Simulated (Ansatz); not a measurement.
**CH3F2NSi: ladder of methods at one geometry**

How do the methods compare on CH3F2NSi, in result and in cost? Wanted for CH3F2NSi: a ladder of methods at one geometry. SMILES: F[Si]1(F)CN1.

Computed with Ansatz 0.2.0 through its Python package. The levels of theory stand in the script.

## (1) Starting point

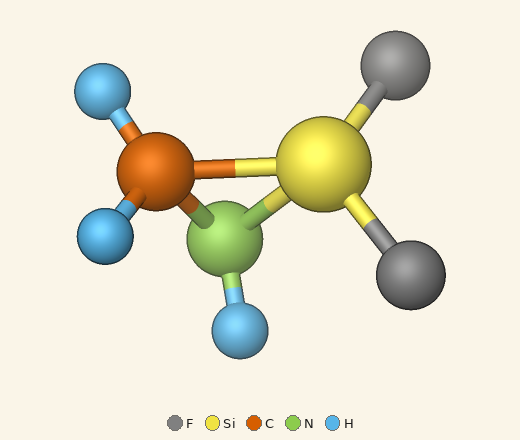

The starting structure, viewed from a chosen angle; fluorine grey, silicon yellow, carbon orange, nitrogen green, hydrogen blue.

The script holds or builds the structure itself.

## (2) Script

The input, methods.py:

```python
from pathlib import Path
import warnings

import ansatz as az
import numpy as np

warnings.simplefilter("ignore", az.DeckWarning)

geometry_ang = [
    ("F", (0.5289, -0.0146, 2.0308)),
    ("Si", (0.8156, -0.0126, 0.4673)),
    ("F", (1.9985, -0.938, 0.0299)),
    ("C", (-0.3345, 0.5575, -0.7441)),
    ("N", (-0.556, -0.7827, -0.2119)),
    ("H", (-1.1178, 1.3154, -0.4282)),
    ("H", (-0.0532, 0.6171, -1.7641)),
    ("H", (-1.1893, -0.7991, 0.5646)),
]
geometry = az.Crystal.molecule()
for symbol, xyz in geometry_ang:
    geometry = geometry.atom(symbol, xyz)

calc = (
    geometry.calculation()
    .basis(gaussian="cc-pVDZ")
    .accuracy("medium")
)

print("functional    E (Ha)        dipole (D)   HOMO (eV)  LUMO (eV)")
for name in ["hse06", "revpbe", "cam_b3lyp", "r2scan", "lc_wpbe"]:
    summary = calc.functional(name).forces().orbitals().run(threads=1, runs_dir="runs").report
    lines = Path(summary["orbitals_path"]).read_text().splitlines()
    field_of = lambda key: [line.split("=")[1].strip() for line in lines if line.startswith(key)]
    orbitals = [(27.211386 * float(e), s, float(n)) for e, s, n in zip(field_of("Ene="), field_of("Spin="), field_of("Occup="))]
    homo = max(e for e, _, n in orbitals if n > 0.5)
    lumo = min(e for e, _, n in orbitals if n < 0.5)
    dipole = 4.803205 * np.linalg.norm(summary["charge_distribution"]["dipole_moment_e_ang"])
    print(f"{name:10s} {summary['free_energy_ev'] / 27.211386246:14.6f} {dipole:9.3f} {homo:11.3f} {lumo:10.3f}")
```

## (3) The run

Command:

```bash
python methods.py
```

The program printed:

```text
functional    E (Ha)        dipole (D)   HOMO (eV)  LUMO (eV)
hse06         -583.440420     2.506      -6.374     -1.807
revpbe        -583.715057     2.233      -5.365     -2.170
cam_b3lyp     -583.786946     2.574      -8.072     -0.326
r2scan        -583.721111     2.405      -5.707     -2.083
lc_wpbe       -583.612723     2.638      -9.420      0.889
```

Wall time 16 s (1 thread of Arm Neoverse V2, shared host); peak memory 0.26 GiB.

## (4) The engine's runs

From the records of these 5 runs:

```tsv
run	functional	energy (eV)	SCF cycles	CPU time (s)
1	hse06	-15876.2226	20	3.2
2	revpbe	-15883.6959	20	2.1
3	cam_b3lyp	-15885.6521	19	3.4
4	r2scan	-15883.8606	20	4.5
5	lc_wpbe	-15880.9112	20	2.8
```

Totals under unlike functionals or potentials can't be compared directly.

The fields below are those of run 1.

## (5) The molecule's orbitals and density

Orbitals, density, ELF and potential are computed afterwards from the orbital file.

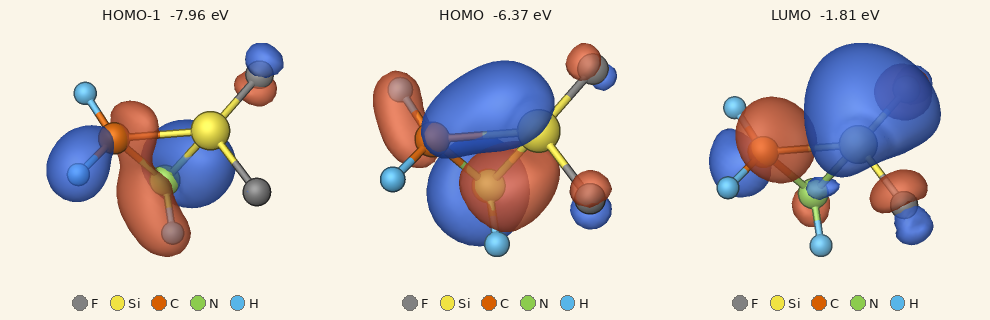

Frontier orbitals at HSE06/cc-pVDZ; each surface holds 70 % of the orbital's density, blue and red mark the sign.

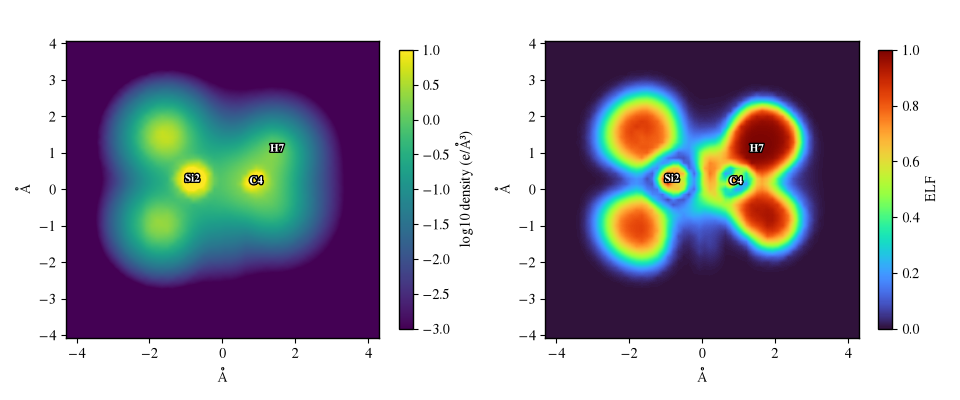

Density (left) and ELF (right) in a plane through or near 3 of the atoms.

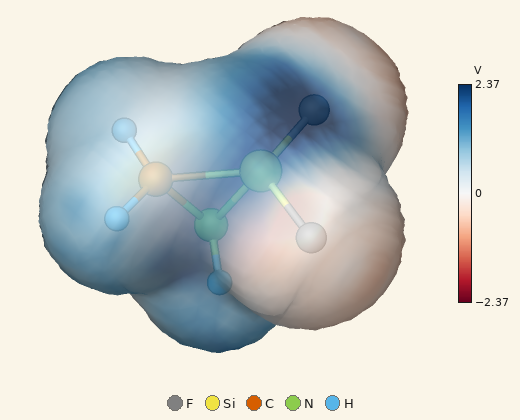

Electrostatic potential on the surface of density 0.002 e/bohr³; red is low, blue high. It runs from -1.76 V near N5 to 2.37 V near Si2.

## (6) Summary of results

| quantity | value |
| --- | --- |
| runs compared | 5 |
| HOMO-LUMO gap of the mean field (HSE06/cc-pVDZ) | 4.57 eV |

All 5 runs converged, in 19 to 20 cycles. Reading the output:
- The geometry is a force-field or estimated start, not a minimum of this method, and the basis set is short of its limit. A lower total doesn't mark the better method: functionals have no common bound, and MP2 and coupled cluster aren't variational.
- Levels such as HOMO and LUMO are orbital energies: with these approximate functionals they aren't the ionisation energy and electron affinity, and their gap isn't the fundamental gap.
- For Al to Cl the sets with a tight d function, cc-pV(X+d)Z, are usual.
- hse06 follows the composition of plane-wave codes, whose totals differ by tens of mHa, up to about 0.1 Ha, from the form usual in Gaussian-basis programs (wpbeh).
